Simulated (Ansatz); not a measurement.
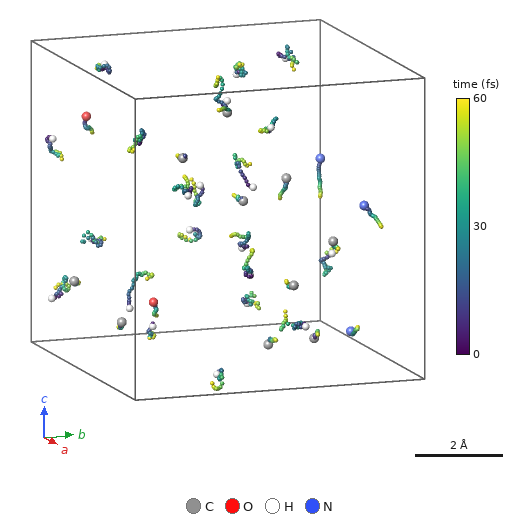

Molecular dynamics of a periodic cell with 2 CH3CH2OH + 3 CH3CN at 0.982 g/cm³, 60 fs long. Dots mark each atom's position at evenly spaced times, coloured by time; spheres stand at the starting positions. Seen slightly off an axis in the simulation cell.

All numbers below come from DFT r2SCAN-D3(BJ), scalar-relativistic, plane waves, PAW (Ansatz). Run with plane-wave cutoff 500 eV; k-point mesh 1 × 1 × 1; Fermi-Dirac smearing 0.02 eV; low-accuracy preset; Langevin thermostat (NVT); set temperature 700 K; time step 0.75 fs; friction 0.02 per fs.

The input:
```yaml
accuracy: low
crystal:
  lattice:
    - [7.140037, 0.0, 0.0]
    - [0.0, 7.140037, 0.0]
    - [0.0, 0.0, 7.140037]
  atoms:
    - { symbol: C, position: [0.83996504, 0.37520155, 0.89868159] }
    - { symbol: C, position: [0.85871273, 0.2146385, 0.76160904] }
    - { symbol: O, position: [1.05406064, 0.1711826, 0.74738887] }
    - { symbol: H, position: [1.06251366, 0.05195386, 0.68274847] }
    - { symbol: H, position: [0.77823086, 0.09201854, 0.81103466] }
    - { symbol: H, position: [0.80154804, 0.25355873, 0.62307694] }
    - { symbol: H, position: [0.69411143, 0.42760238, 0.90510738] }
    - { symbol: H, position: [0.8776007, 0.3259107, 1.039275] }
    - { symbol: H, position: [0.93282056, 0.49292059, 0.85798081] }
    - { symbol: C, position: [0.19758425, 0.0772806, 0.23458285] }
    - { symbol: C, position: [0.33072234, 0.19383739, 0.11591566] }
    - { symbol: O, position: [0.50017316, 0.24254357, 0.21176509] }
    - { symbol: H, position: [0.57801645, 0.13201864, 0.21393769] }
    - { symbol: H, position: [0.3619304, 0.12343611, -0.01681497] }
    - { symbol: H, position: [0.26264108, 0.32580442, 0.07935937] }
    - { symbol: H, position: [0.07037024, 0.04580583, 0.15459538] }
    - { symbol: H, position: [0.26268487, -0.05414675, 0.27832202] }
    - { symbol: H, position: [0.16076811, 0.15044656, 0.3635441] }
    - { symbol: C, position: [0.51060776, 0.54888694, 0.52850281] }
    - { symbol: C, position: [0.4285919, 0.7276644, 0.57577514] }
    - { symbol: "N", position: [0.36222265, 0.86921072, 0.6187288] }
    - { symbol: H, position: [0.53593937, 0.53563672, 0.37822065] }
    - { symbol: H, position: [0.64415002, 0.53549366, 0.60086606] }
    - { symbol: H, position: [0.41958107, 0.4329895, 0.57020208] }
    - { symbol: C, position: [-0.01319108, 0.55231994, 0.34031229] }
    - { symbol: C, position: [-0.05380699, 0.70327305, 0.46821786] }
    - { symbol: "N", position: [-0.08669947, 0.82228353, 0.57242641] }
    - { symbol: H, position: [-0.03135974, 0.60037411, 0.19653218] }
    - { symbol: H, position: [0.1291032, 0.50109772, 0.36196003] }
    - { symbol: H, position: [-0.10858449, 0.43568514, 0.36378402] }
    - { symbol: C, position: [0.37294464, 0.68535696, 1.01587452] }
    - { symbol: C, position: [0.54341368, 0.78251178, 1.0629213] }
    - { symbol: "N", position: [0.6778876, 0.86098395, 1.10658129] }
    - { symbol: H, position: [0.40219135, 0.56499933, 0.92685008] }
    - { symbol: H, position: [0.30672043, 0.636172, 1.14304606] }
    - { symbol: H, position: [0.27846313, 0.7788063, 0.94172688] }
basis:
  ecutwfc: 500.0
kpoints:
  mp_grid: { grid: [1, 1, 1] }
hamiltonian:
  xc: r2scan
  dispersion: d3bj
scf:
  occupations: { method: fermi_dirac, width: 0.02 }
  lower_state_search: "off"
md:
  timestep: 0.75
  n_steps: 80
  ensemble: nvt_langevin
  temperature: 700.0
  initial_velocities: maxwell_boltzmann
  seed: 321511
  friction: 0.02
```

Command:
```bash
ansatz run input.yaml --threads 1 --pin off --max-ram 3072MiB --backend cpu --events-out ev --progress --plain --runs-dir out
```

How do the atoms move?

Answer. In the second half of the run the atoms are, in the root-mean-square, this far from where they began (common drift taken out): N 0.54 Å, H 0.51 Å, O 0.34 Å, C 0.28 Å. The heavy atoms stay within a fraction of a molecule's size of their starting places; so short a run doesn't tell a liquid from a solid. Over the second half the temperature averages 645 K (spread ±72 K). The potential energy in the second half lies on average 67.7 meV per atom above the first frame.

Limits of the set-up: the program's low-accuracy preset was used; the periodic images lie only 7.1 Å apart, so the values are limited by the cell's size.
